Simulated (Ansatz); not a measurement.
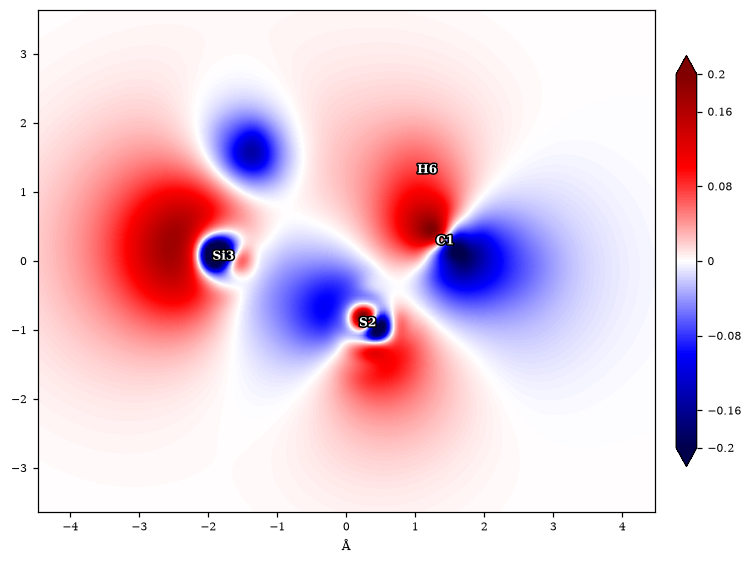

Figure 1: CH3FSSi. The LUMO on the plane of atoms C1, S2 and Si3 (values in Å⁻³ᐟ²; the overall sign is arbitrary).

These are results of RKS B3LYP/def2-SVPD (Ansatz), not measurements.

```xyz
7

C    -1.0432    0.7863    0.2651
S    -0.0090    0.4895    1.4957
Si    1.5525   -1.0457    0.7812
F     1.2844   -0.8909   -0.8740
H    -1.9997    1.2667    0.4773
H    -0.8034    0.4928   -0.7603
H     2.6815   -0.0393    0.9860
```

Describe this orbital and give its energy.

Answer. Its weight (Hirshfeld) is mainly on C1 (about 35 %), S2 (about 35 %) and Si3 (about 15 %); π-antibonding (π*) across C1–S2. Its energy is −3.48 eV.
